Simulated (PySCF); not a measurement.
## Geometry relaxation of C3H7Cl3Ge

- system: C3H7Cl3Ge (Ge(iPr)Cl3), SMILES C[CH](C)[Ge]([Cl])([Cl])[Cl]
- method: PBE0-D3(BJ)/def2-SVP geometry optimisation, gas phase (PySCF 2.14.0)

It belongs to a series of runs on one base structure; here: one ligand: Cl to iPr.

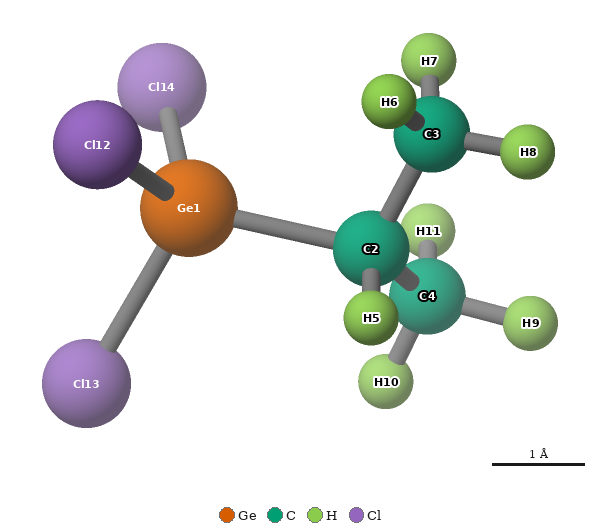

*The starting structure (ball-and-stick view, seen at a tilt; atoms are numbered from 1 in the order of the input). Sticks mark near contacts.*

Bond lengths as drawn: Cl–Ge 2.10 to 2.32 Å, C–C 1.41 to 1.48 Å, C–Ge 2.05 Å and C–H 1.04 to 1.16 Å.

### Input file
```
{"job": {"xc": "PBE0", "basis": "def2-SVP", "d3": "d3bj", "grid": 1, "maxiter": 40, "shake": 0.03, "kind": "geom"}, "charge": 0, "multiplicity": 1}
Ge     0.251190     0.286770    -1.654860
C      0.162470     0.317300     0.394810
C      0.910790    -0.870210     0.874690
C     -1.153330     0.330600     0.891910
H      0.665410     1.237390     0.667850
H      1.981080    -0.823580     0.517680
H      0.535210    -1.798690     0.577630
H      1.051030    -0.840130     1.974110
H     -1.269850     0.373490     2.049090
H     -1.809600     1.177990     0.555620
H     -1.792450    -0.589570     0.607500
Cl     2.193620     0.358330    -2.460510
Cl    -0.876090     2.131660    -2.487090
Cl    -0.868920    -1.335170    -2.465220
```

The first line tells a small driver script what to run in PySCF; the rest is the geometry in Å.

Run on 1 CPU thread, shared host.

Run as:
```bash
OMP_NUM_THREADS=1 python <driver script> task.json out
```

### Log
```
step   0  E = -3574.63726226  max force = 0.122834
step   1  E = -3574.66538653  max force = 0.021843
step   2  E = -3574.66767499  max force = 0.005879
step   3  E = -3574.66785257  max force = 0.001828
step   4  E = -3574.66785946  max force = 0.000403
optimisation converged
```

### Trajectory as extended XYZ (Å, eV, eV/Å), 5 frames, from step=0 to step=4
```
14
Properties=species:S:1:pos:R:3:forces:R:3 step=0 energy=-97270.83442
Ge    0.2512    0.2868   -1.6549   -1.8776   1.9634   0.6920
C     0.1625    0.3173    0.3948    2.4094  -0.1878  -2.1419
C     0.9108   -0.8702    0.8747    3.5282   1.3535   0.8693
C    -1.1533    0.3306    0.8919   -6.3164  -0.3230   1.9799
H     0.6654    1.2374    0.6679    0.5441   0.5312  -0.0330
H     1.9811   -0.8236    0.5177   -0.7137  -0.1703   0.0584
H     0.5352   -1.7987    0.5776   -1.0728  -1.8315  -0.5354
H     1.0510   -0.8401    1.9741   -0.4448  -0.1223  -0.1100
H    -1.2698    0.3735    2.0491    0.6732  -0.1039  -1.5426
H    -1.8096    1.1780    0.5556    0.6385  -0.2792   0.0117
H    -1.7925   -0.5896    0.6075    1.0468   0.9679   0.2756
Cl    2.1936    0.3583   -2.4605    0.5727  -0.0995  -0.1526
Cl   -0.8761    2.1317   -2.4871    0.9544  -1.3601   0.6807
Cl   -0.8689   -1.3352   -2.4652    0.0580  -0.3385  -0.0522
14
Properties=species:S:1:pos:R:3:forces:R:3 step=1 energy=-97271.59972
Ge    0.2169    0.3074   -1.5829   -0.7611   0.7300   0.0371
C     0.1665    0.3221    0.3765    0.6842  -0.1428  -0.6509
C     0.9858   -0.8716    0.8537    0.3646   0.0753   0.3475
C    -1.2519    0.3576    0.8574   -1.1232  -0.0355   0.5135
H     0.6946    1.2594    0.6229   -0.0474   0.0119   0.0753
H     2.0267   -0.8534    0.4812   -0.2121   0.0748  -0.1277
H     0.5412   -1.8312    0.5525   -0.0911  -0.0104   0.0350
H     1.0812   -0.8539    1.9528   -0.1902  -0.0919   0.0110
H    -1.3090    0.4079    1.9586    0.2081   0.0097   0.0204
H    -1.8476    1.2133    0.4950    0.3178   0.0407  -0.1331
H    -1.8372   -0.5380    0.5846    0.2501  -0.0643  -0.1303
Cl    2.1932    0.3549   -2.3706    0.2445  -0.0796  -0.0690
Cl   -0.8341    2.0575   -2.3643    0.2822  -0.3391   0.1297
Cl   -0.8458   -1.3758   -2.3743    0.0736  -0.1788  -0.0585
14
Properties=species:S:1:pos:R:3:forces:R:3 step=2 energy=-97271.66200
Ge    0.1973    0.3290   -1.5851   -0.1093  -0.0400   0.0838
C     0.1662    0.3242    0.3646    0.3023  -0.1079  -0.1448
C     0.9775   -0.8671    0.8676   -0.1153  -0.0139   0.0732
C    -1.2650    0.3552    0.8608   -0.1304   0.0627   0.1166
H     0.6879    1.2643    0.6201   -0.0532  -0.0153   0.0459
H     2.0060   -0.8494    0.4827    0.0487  -0.0201  -0.0433
H     0.5115   -1.8219    0.5666    0.0523   0.0821   0.0282
H     1.0373   -0.8548    1.9685   -0.0460   0.0017  -0.0135
H    -1.2869    0.4059    1.9599    0.0202   0.0103   0.0643
H    -1.8157    1.2249    0.4766   -0.0166   0.0419  -0.0245
H    -1.8153   -0.5490    0.5664   -0.0186  -0.0834  -0.0587
Cl    2.1979    0.3497   -2.3482    0.0811  -0.0311  -0.0170
Cl   -0.8113    2.0418   -2.3759   -0.0593   0.1541  -0.0930
Cl   -0.8068   -1.3967   -2.3813    0.0441  -0.0411  -0.0171
14
Properties=species:S:1:pos:R:3:forces:R:3 step=3 energy=-97271.66683
Ge    0.1980    0.3344   -1.5913   -0.0521  -0.0009   0.0259
C     0.1659    0.3232    0.3602    0.0940  -0.0207  -0.0403
C     0.9700   -0.8665    0.8749   -0.0717  -0.0054  -0.0206
C    -1.2701    0.3565    0.8622    0.0088   0.0018   0.0131
H     0.6826    1.2632    0.6243   -0.0215  -0.0013   0.0145
H     2.0022   -0.8563    0.4955    0.0063  -0.0120   0.0076
H     0.5029   -1.8189    0.5746    0.0293   0.0249   0.0052
H     1.0114   -0.8497    1.9759   -0.0019   0.0125   0.0011
H    -1.2829    0.4045    1.9634   -0.0105  -0.0004  -0.0093
H    -1.8168    1.2303    0.4781   -0.0206  -0.0021   0.0038
H    -1.8156   -0.5513    0.5604   -0.0156   0.0106   0.0002
Cl    2.2117    0.3395   -2.3335    0.0118   0.0026  -0.0028
Cl   -0.7999    2.0537   -2.4084    0.0254  -0.0251   0.0022
Cl   -0.7788   -1.4064   -2.3929    0.0184   0.0154  -0.0005
14
Properties=species:S:1:pos:R:3:forces:R:3 step=4 energy=-97271.66702
Ge    0.2044    0.3331   -1.5911   -0.0038  -0.0147   0.0000
C     0.1656    0.3231    0.3584    0.0063   0.0048  -0.0020
C     0.9635   -0.8664    0.8792   -0.0207   0.0008  -0.0051
C    -1.2732    0.3589    0.8576    0.0201  -0.0029  -0.0110
H     0.6794    1.2630    0.6269   -0.0038   0.0013   0.0033
H     1.9989   -0.8602    0.5074   -0.0013  -0.0006   0.0118
H     0.4991   -1.8186    0.5780    0.0021  -0.0021  -0.0030
H     0.9961   -0.8457    1.9803    0.0058   0.0022   0.0045
H    -1.2879    0.4060    1.9586   -0.0086  -0.0016  -0.0058
H    -1.8195    1.2334    0.4738   -0.0047  -0.0040   0.0011
H    -1.8207   -0.5475    0.5541   -0.0075   0.0099   0.0020
Cl    2.2231    0.3369   -2.3230    0.0016   0.0044   0.0015
Cl   -0.7854    2.0498   -2.4188    0.0086  -0.0089   0.0005
Cl   -0.7628   -1.4097   -2.3981    0.0059   0.0114   0.0023
```

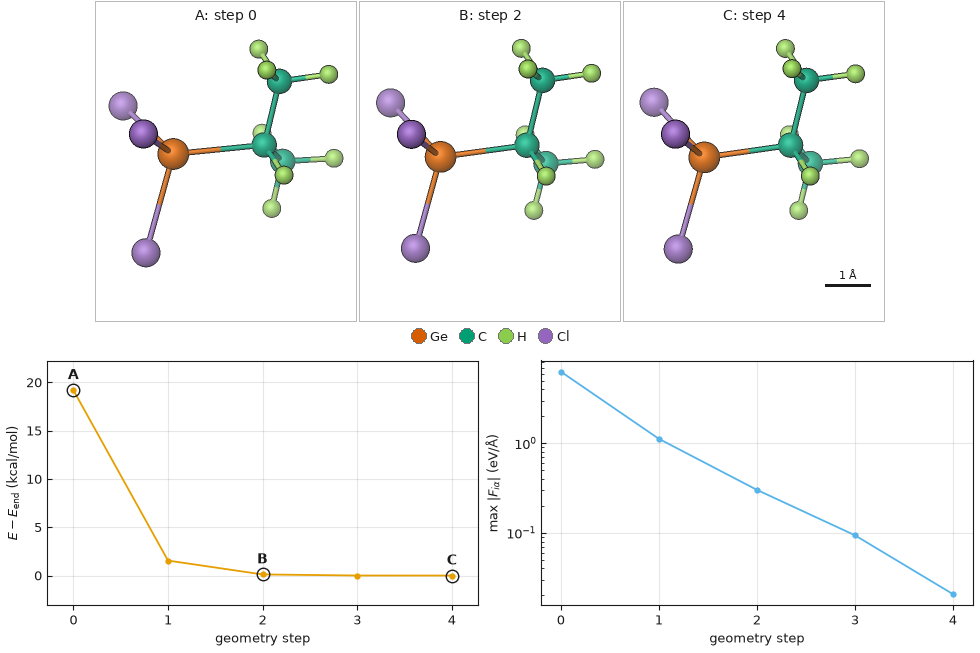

*Frames of the relaxation (ball-and-stick view, seen at a tilt) above the curves, on which the letters mark them (steps are counted from 0).*

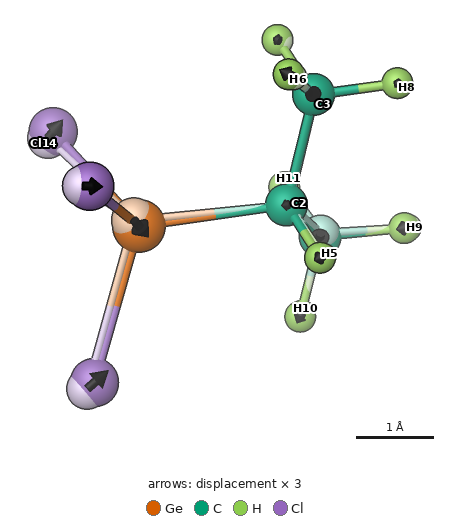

*Start (faint) and end (solid) with the displacements as black arrows, magnified 3 times (ball-and-stick view, seen at a tilt). The two geometries are laid on each other by the best rigid fit.*

The largest moves after the best rigid fit, 0.13 Å, are those of Ge1 and Cl13. By element the largest moves are Cl 0.13 Å, Ge 0.12 Å, C 0.10 Å, H 0.08 Å. Among the contacts that change: Ge1–Cl13 2.317 → 2.147 Å, C2–C4 1.407 → 1.523 Å, Ge1–C2 2.052 → 1.950 Å, C3–H7 1.045 → 1.101 Å. Among the angles that change: H6–C3–H8 101.1° → 108.0°, C2–C4–H9 116.4° → 109.9°, H9–C4–H10 102.2° → 107.9°. After 4 geometry steps the energy has fallen by 19.2 kcal/mol. The largest force component goes from 6.3 to 0.021 eV/Å. (Atoms are counted from 1 in the order of the input.)

### Results in brief

| quantity | value |
| --- | --- |
| outcome | converged |
| total energy | −3574.667859 hartree |
| dipole moment | 3.10 D |
| point group | C1 |
| wall time | 2.9 min |
| peak memory | 0.7 GiB |
